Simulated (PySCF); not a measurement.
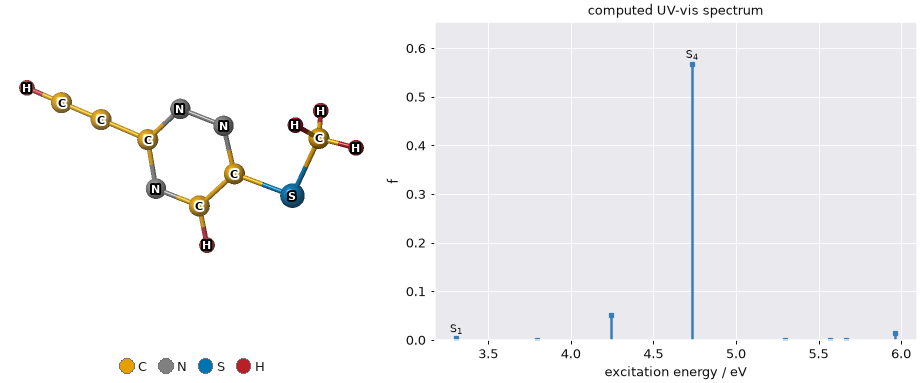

Computed absorption of C₆H₅N₃S, SMILES C#Cc1ncc(SC)nn1. Vertical TDDFT excitations, CAM-B3LYP/def2-SVPD, PySCF, at a GFN2-xTB geometry (no frequency check), gas phase. Only the first 8 singlet excitations are included.

**Where is the lowest singlet, and is it bright?**

S1 lies at 3.31 eV (375 nm) with f = 0.004, mainly HOMO−1 → LUMO (88 %); it is dark or nearly so.

**Which of the computed transitions is the brightest, and what character does the calculation give it?**

S4 at 4.74 eV (262 nm), f = 0.568, mainly HOMO → LUMO+1 (88 %).

Known limits of this run: the tight-binding geometry is rougher than a DFT one and adds to the error; one conformer of a flexible molecule; core orbitals are frozen in the response.
